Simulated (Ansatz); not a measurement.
Geometry relaxation, with input and output: Si3NH8F (part 2 of 2)

Si3NH8F; RKS PBE0-D4/def2-TZVP (Ansatz 0.2.0). 

Geometry of the input (Å):
```
Si -0.1756  1.5098  0.8434
N  -0.4947  0.1021  -0.0653
Si -1.0909  -1.3636  0.6742
Si -0.1187  0.0584  -1.7743
F  1.2929  1.4269  1.5115
H  -1.1181  1.6489  1.9720
H  -0.1493  2.6885  -0.0499
H  -1.4756  -1.0401  2.0716
H  -0.0547  -2.4251  0.6709
H  -2.2765  -1.8523  -0.0777
H  0.2137  -1.3417  -2.1387
H  1.0262  0.9596  -2.0512
H  -1.2881  0.4981  -2.5798
```

Trajectory as extended XYZ, continued:
```
13
Properties=species:S:1:pos:R:3:forces:R:3 step=6 energy=-27961.99922 accepted=F
Si   -0.1761    1.5095    0.8480    0.0793   0.0534   0.0878
N    -0.4671    0.0910   -0.0672    0.0042  -0.0167  -0.0118
Si   -1.0339   -1.3758    0.6863   -0.0052  -0.0003   0.0012
Si   -0.1539    0.0764   -1.7839    0.0074  -0.0064  -0.0404
F     1.2007    1.4053    1.6641   -0.1425   0.0027  -0.0918
H    -1.2393    1.7142    1.8613    0.0588  -0.0094  -0.0548
H    -0.0448    2.6504   -0.0929   -0.0060  -0.0396   0.0475
H    -1.4233   -1.0477    2.0814    0.0003  -0.0006  -0.0033
H     0.0219   -2.4201    0.6999    0.0003   0.0012  -0.0066
H    -2.2076   -1.9057   -0.0573    0.0070   0.0032   0.0065
H     0.0430   -1.3418   -2.1998   -0.0159   0.0735   0.0269
H     1.0693    0.8679   -2.0829   -0.0478  -0.0321   0.0056
H    -1.2980    0.6456   -2.5506    0.0601  -0.0291   0.0332
13
Properties=species:S:1:pos:R:3:forces:R:3 step=7 energy=-27962.00018
Si   -0.1690    1.5102    0.8490    0.0149   0.0088   0.0176
N    -0.4747    0.0942   -0.0657    0.0027  -0.0008   0.0021
Si   -1.0564   -1.3695    0.6824    0.0006   0.0015  -0.0068
Si   -0.1418    0.0713   -1.7781   -0.0034  -0.0056  -0.0145
F     1.2376    1.4184    1.6056   -0.0210  -0.0002  -0.0118
H    -1.1936    1.6861    1.9011    0.0044  -0.0015  -0.0091
H    -0.0897    2.6636   -0.0776   -0.0013  -0.0076   0.0038
H    -1.4445   -1.0462    2.0784    0.0027  -0.0008   0.0004
H    -0.0110   -2.4245    0.6871    0.0009   0.0019   0.0017
H    -2.2339   -1.8841   -0.0653   -0.0011   0.0000   0.0016
H     0.1084   -1.3399   -2.1757   -0.0025   0.0133   0.0052
H     1.0534    0.9022   -2.0713   -0.0098  -0.0084   0.0031
H    -1.2940    0.5875   -2.5633    0.0130  -0.0006   0.0068
13
Properties=species:S:1:pos:R:3:forces:R:3 step=8 energy=-27962.00019
Si   -0.1810    1.5114    0.8469    0.0505   0.0148   0.0518
N    -0.4695    0.0919   -0.0679   -0.0072  -0.0046   0.0006
Si   -1.0329   -1.3761    0.6856    0.0071   0.0035   0.0074
Si   -0.1522    0.0763   -1.7830    0.0143  -0.0031  -0.0249
F     1.1964    1.4076    1.6582   -0.0870   0.0066  -0.0538
H    -1.2420    1.7129    1.8600    0.0319  -0.0034  -0.0265
H    -0.0545    2.6524   -0.0918   -0.0015  -0.0172   0.0236
H    -1.4109   -1.0511    2.0847   -0.0045   0.0002  -0.0048
H     0.0237   -2.4196    0.6900   -0.0002  -0.0035  -0.0077
H    -2.2115   -1.9051   -0.0504    0.0034   0.0032   0.0056
H     0.0317   -1.3428   -2.1950   -0.0143   0.0445   0.0083
H     1.0799    0.8534   -2.0786   -0.0335  -0.0189   0.0009
H    -1.2865    0.6579   -2.5521    0.0410  -0.0222   0.0195
13
Properties=species:S:1:pos:R:3:forces:R:3 step=9 energy=-27962.00052
Si   -0.1799    1.5120    0.8474    0.0363   0.0092   0.0361
N    -0.4720    0.0930   -0.0670    0.0045  -0.0013  -0.0028
Si   -1.0378   -1.3744    0.6855   -0.0053  -0.0012  -0.0047
Si   -0.1475    0.0744   -1.7809   -0.0047  -0.0010  -0.0201
F     1.2055    1.4125    1.6434   -0.0538   0.0031  -0.0332
H    -1.2304    1.7061    1.8712    0.0139  -0.0030  -0.0140
H    -0.0673    2.6569   -0.0869   -0.0010  -0.0107   0.0091
H    -1.4163   -1.0512    2.0846    0.0045  -0.0007  -0.0009
H     0.0147   -2.4223    0.6833    0.0018   0.0022   0.0012
H    -2.2186   -1.8984   -0.0501   -0.0003   0.0012   0.0021
H     0.0466   -1.3424   -2.1910   -0.0008   0.0175   0.0104
H     1.0766    0.8619   -2.0763   -0.0126  -0.0114   0.0048
H    -1.2828    0.6412   -2.5567    0.0177  -0.0039   0.0120
13
Properties=species:S:1:pos:R:3:forces:R:3 step=10 energy=-27962.00068
Si   -0.1820    1.5124    0.8468    0.0239  -0.0005   0.0190
N    -0.4740    0.0934   -0.0676    0.0004  -0.0014  -0.0035
Si   -1.0395   -1.3743    0.6846    0.0025   0.0043   0.0006
Si   -0.1456    0.0737   -1.7807    0.0016   0.0010   0.0036
F     1.2063    1.4159    1.6361   -0.0251   0.0016  -0.0154
H    -1.2281    1.7022    1.8746    0.0003  -0.0002  -0.0034
H    -0.0757    2.6583   -0.0860   -0.0019  -0.0021   0.0000
H    -1.4102   -1.0526    2.0859   -0.0001  -0.0003   0.0012
H     0.0124   -2.4228    0.6773   -0.0020  -0.0006  -0.0027
H    -2.2247   -1.8948   -0.0463    0.0010  -0.0020   0.0015
H     0.0487   -1.3431   -2.1873   -0.0036   0.0027  -0.0002
H     1.0803    0.8582   -2.0724   -0.0002  -0.0016  -0.0006
H    -1.2770    0.6428   -2.5585    0.0033  -0.0010  -0.0002
13
Properties=species:S:1:pos:R:3:forces:R:3 step=11 energy=-27962.00093
Si   -0.1907    1.5143    0.8457    0.0027  -0.0031  -0.0031
N    -0.4751    0.0936   -0.0684   -0.0002  -0.0050  -0.0023
Si   -1.0317   -1.3763    0.6859   -0.0006  -0.0001  -0.0041
Si   -0.1443    0.0746   -1.7809   -0.0007  -0.0020   0.0067
F     1.1912    1.4197    1.6441    0.0062   0.0004   0.0042
H    -1.2436    1.7071    1.8651   -0.0076   0.0004   0.0045
H    -0.0785    2.6573   -0.0895   -0.0016   0.0046  -0.0050
H    -1.3878   -1.0576    2.0919    0.0025  -0.0002  -0.0001
H     0.0206   -2.4243    0.6638   -0.0012   0.0022   0.0010
H    -2.2245   -1.8973   -0.0321   -0.0003   0.0000   0.0016
H     0.0170   -1.3452   -2.1912    0.0009   0.0012  -0.0010
H     1.0994    0.8317   -2.0696    0.0008  -0.0022  -0.0007
H    -1.2610    0.6716   -2.5583   -0.0011   0.0038  -0.0017
13
Properties=species:S:1:pos:R:3:forces:R:3 step=12 energy=-27962.00079 accepted=F
Si   -0.2194    1.5196    0.8415   -0.0301  -0.0018  -0.0270
N    -0.4760    0.0923   -0.0709   -0.0041  -0.0102  -0.0040
Si   -1.0052   -1.3842    0.6902   -0.0102  -0.0041   0.0101
Si   -0.1413    0.0769   -1.7824    0.0185  -0.0025  -0.0595
F     1.1401    1.4325    1.6759    0.0341   0.0015   0.0223
H    -1.2991    1.7224    1.8307   -0.0035  -0.0033   0.0044
H    -0.0862    2.6535   -0.1027    0.0021   0.0046  -0.0034
H    -1.3120   -1.0725    2.1107    0.0067  -0.0035  -0.0182
H     0.0497   -2.4289    0.6259   -0.0137   0.0107   0.0001
H    -2.2242   -1.9054    0.0157    0.0177   0.0044   0.0061
H    -0.0890   -1.3506   -2.2099   -0.0008   0.0779   0.0179
H     1.1618    0.7405   -2.0633   -0.0701  -0.0389   0.0120
H    -1.2083    0.7733   -2.5548    0.0533  -0.0347   0.0390
13
Properties=species:S:1:pos:R:3:forces:R:3 step=13 energy=-27962.00121
Si   -0.2044    1.5170    0.8434   -0.0050  -0.0051  -0.0030
N    -0.4744    0.0924   -0.0693   -0.0019  -0.0040   0.0014
Si   -1.0197   -1.3800    0.6883    0.0025  -0.0006  -0.0005
Si   -0.1424    0.0755   -1.7813    0.0045   0.0019  -0.0138
F     1.1677    1.4281    1.6590    0.0040   0.0021   0.0020
H    -1.2704    1.7125    1.8493   -0.0001   0.0005  -0.0004
H    -0.0842    2.6558   -0.0967    0.0001   0.0007  -0.0006
H    -1.3507   -1.0646    2.1015    0.0000  -0.0006  -0.0049
H     0.0325   -2.4273    0.6456   -0.0006   0.0014   0.0007
H    -2.2247   -1.9006   -0.0096    0.0004   0.0028   0.0035
H    -0.0330   -1.3470   -2.2013   -0.0026   0.0115   0.0045
H     1.1299    0.7867   -2.0669   -0.0116  -0.0063   0.0038
H    -1.2354    0.7209   -2.5553    0.0103  -0.0044   0.0074
13
Properties=species:S:1:pos:R:3:forces:R:3 step=14 energy=-27962.00119 accepted=F
Si   -0.2211    1.5199    0.8403   -0.0143  -0.0060  -0.0154
N    -0.4743    0.0909   -0.0708   -0.0043  -0.0036   0.0107
Si   -1.0060   -1.3846    0.6902   -0.0077   0.0012   0.0055
Si   -0.1381    0.0764   -1.7817    0.0083   0.0001  -0.0347
F     1.1426    1.4408    1.6702    0.0110   0.0018   0.0086
H    -1.2989    1.7165    1.8335    0.0028  -0.0013  -0.0003
H    -0.0964    2.6540   -0.1052    0.0012   0.0019   0.0013
H    -1.3074   -1.0737    2.1115    0.0049  -0.0022  -0.0104
H     0.0448   -2.4324    0.6211   -0.0064   0.0054   0.0005
H    -2.2283   -1.9013    0.0192    0.0106   0.0020   0.0025
H    -0.0906   -1.3490   -2.2101    0.0014   0.0466   0.0071
H     1.1661    0.7351   -2.0596   -0.0425  -0.0243   0.0031
H    -1.2017    0.7768   -2.5521    0.0351  -0.0216   0.0214
13
Properties=species:S:1:pos:R:3:forces:R:3 step=15 energy=-27962.00134
Si   -0.2126    1.5183    0.8419   -0.0073  -0.0024  -0.0079
N    -0.4744    0.0914   -0.0697   -0.0011  -0.0027   0.0023
Si   -1.0137   -1.3822    0.6894   -0.0012  -0.0007  -0.0002
Si   -0.1396    0.0757   -1.7811    0.0028   0.0008  -0.0136
F     1.1566    1.4358    1.6627    0.0077   0.0008   0.0051
H    -1.2831    1.7134    1.8429   -0.0010  -0.0007   0.0011
H    -0.0924    2.6553   -0.1006    0.0005   0.0006  -0.0012
H    -1.3297   -1.0691    2.1065    0.0015  -0.0004  -0.0029
H     0.0370   -2.4305    0.6333   -0.0013   0.0021   0.0008
H    -2.2274   -1.9001    0.0048    0.0020   0.0013   0.0015
H    -0.0596   -1.3471   -2.2062   -0.0006   0.0093   0.0045
H     1.1471    0.7615   -2.0634   -0.0078  -0.0055   0.0038
H    -1.2173    0.7471   -2.5540    0.0058  -0.0025   0.0066
13
Properties=species:S:1:pos:R:3:forces:R:3 step=16 energy=-27962.00136
Si   -0.2246    1.5203    0.8387   -0.0063  -0.0071  -0.0070
N    -0.4743    0.0899   -0.0708   -0.0061   0.0019   0.0077
Si   -1.0057   -1.3852    0.6908    0.0070  -0.0006   0.0019
Si   -0.1364    0.0765   -1.7815    0.0079  -0.0031  -0.0049
F     1.1404    1.4471    1.6674    0.0069   0.0013   0.0048
H    -1.3017    1.7131    1.8332    0.0003   0.0024  -0.0001
H    -0.1040    2.6541   -0.1079   -0.0007   0.0014   0.0016
H    -1.2983   -1.0752    2.1138   -0.0035  -0.0011  -0.0062
H     0.0435   -2.4339    0.6164   -0.0020   0.0007  -0.0001
H    -2.2300   -1.9008    0.0236    0.0018   0.0028   0.0038
H    -0.0987   -1.3469   -2.2118   -0.0030   0.0189  -0.0029
H     1.1731    0.7227   -2.0562   -0.0199  -0.0068  -0.0033
H    -1.1925    0.7876   -2.5494    0.0176  -0.0107   0.0049
13
Properties=species:S:1:pos:R:3:forces:R:3 step=17 energy=-27962.00141
Si   -0.2240    1.5199    0.8392   -0.0044   0.0004  -0.0034
N    -0.4741    0.0896   -0.0703    0.0010  -0.0010   0.0008
Si   -1.0050   -1.3856    0.6913   -0.0057   0.0006   0.0035
Si   -0.1362    0.0761   -1.7811    0.0007   0.0041  -0.0156
F     1.1412    1.4468    1.6677    0.0029  -0.0001   0.0020
H    -1.3008    1.7137    1.8338    0.0010  -0.0010  -0.0004
H    -0.1039    2.6542   -0.1069    0.0006  -0.0008   0.0000
H    -1.3022   -1.0749    2.1131    0.0032  -0.0008  -0.0026
H     0.0444   -2.4341    0.6189   -0.0020   0.0019   0.0002
H    -2.2292   -1.9009    0.0237    0.0040  -0.0008  -0.0010
H    -0.0990   -1.3461   -2.2145    0.0013   0.0117   0.0052
H     1.1713    0.7243   -2.0584   -0.0108  -0.0083   0.0033
H    -1.1917    0.7861   -2.5502    0.0083  -0.0059   0.0079
13
Properties=species:S:1:pos:R:3:forces:R:3 step=18 energy=-27962.00143
Si   -0.2242    1.5200    0.8390   -0.0001  -0.0002  -0.0001
N    -0.4748    0.0898   -0.0704    0.0001   0.0000  -0.0002
Si   -1.0048   -1.3855    0.6914    0.0000  -0.0002   0.0004
Si   -0.1370    0.0765   -1.7813   -0.0002   0.0000   0.0001
F     1.1412    1.4465    1.6675    0.0004   0.0001   0.0002
H    -1.3006    1.7138    1.8339   -0.0001   0.0002  -0.0003
H    -0.1036    2.6540   -0.1072   -0.0001   0.0001   0.0000
H    -1.3035   -1.0745    2.1126   -0.0001  -0.0001  -0.0003
H     0.0460   -2.4326    0.6213    0.0000   0.0000   0.0000
H    -2.2266   -1.9035    0.0218    0.0002  -0.0001  -0.0001
H    -0.1020   -1.3450   -2.2146   -0.0003   0.0001   0.0003
H     1.1715    0.7212   -2.0581    0.0002   0.0000  -0.0001
H    -1.1909    0.7887   -2.5493    0.0001   0.0002   0.0002
13
Properties=species:S:1:pos:R:3:forces:R:3 step=19 energy=-27962.00144
Si   -0.2257    1.5202    0.8386    0.0005   0.0004   0.0002
N    -0.4748    0.0896   -0.0705    0.0001   0.0006   0.0001
Si   -1.0035   -1.3860    0.6917    0.0002  -0.0007  -0.0006
Si   -0.1367    0.0767   -1.7813   -0.0004  -0.0005   0.0011
F     1.1391    1.4480    1.6682   -0.0004  -0.0001  -0.0002
H    -1.3031    1.7141    1.8326   -0.0001   0.0000   0.0000
H    -0.1050    2.6539   -0.1081    0.0000   0.0000   0.0000
H    -1.3004   -1.0753    2.1134   -0.0001   0.0000   0.0001
H     0.0476   -2.4328    0.6199    0.0002   0.0000   0.0003
H    -2.2260   -1.9043    0.0237   -0.0001   0.0001  -0.0001
H    -0.1085   -1.3447   -2.2157    0.0000   0.0000  -0.0004
H     1.1749    0.7154   -2.0575    0.0002  -0.0001  -0.0003
H    -1.1872    0.7946   -2.5484   -0.0001   0.0002  -0.0002
13
Properties=species:S:1:pos:R:3:forces:R:3 step=20 energy=-27962.00144
Si   -0.2268    1.5204    0.8384    0.0007   0.0002   0.0006
N    -0.4748    0.0895   -0.0705    0.0000   0.0006  -0.0008
Si   -1.0024   -1.3864    0.6919    0.0004  -0.0002   0.0003
Si   -0.1367    0.0768   -1.7813    0.0003  -0.0005   0.0004
F     1.1374    1.4490    1.6690   -0.0006  -0.0001  -0.0003
H    -1.3049    1.7143    1.8316    0.0000   0.0002  -0.0001
H    -0.1059    2.6538   -0.1087   -0.0001   0.0000   0.0001
H    -1.2983   -1.0759    2.1138   -0.0004   0.0001   0.0001
H     0.0492   -2.4326    0.6196   -0.0002  -0.0002  -0.0003
H    -2.2251   -1.9052    0.0248    0.0003  -0.0001  -0.0001
H    -0.1138   -1.3443   -2.2169   -0.0004  -0.0002   0.0001
H     1.1774    0.7104   -2.0574    0.0000   0.0003   0.0000
H    -1.1844    0.7996   -2.5478   -0.0001   0.0000   0.0000
```

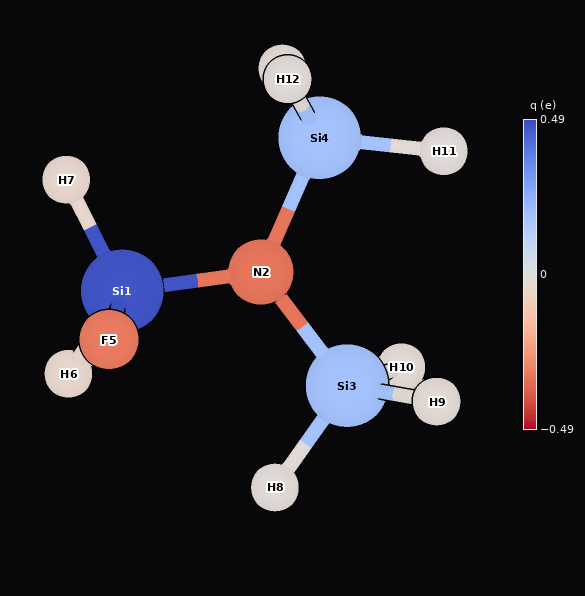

*Mulliken charges, as the colour of each atom (ball-and-stick view, seen at a tilt; atoms are numbered from 1 in the order of the input).*

By element: Si +0.18 to +0.47, N −0.32, F −0.31 and H −0.04 to −0.01 e.
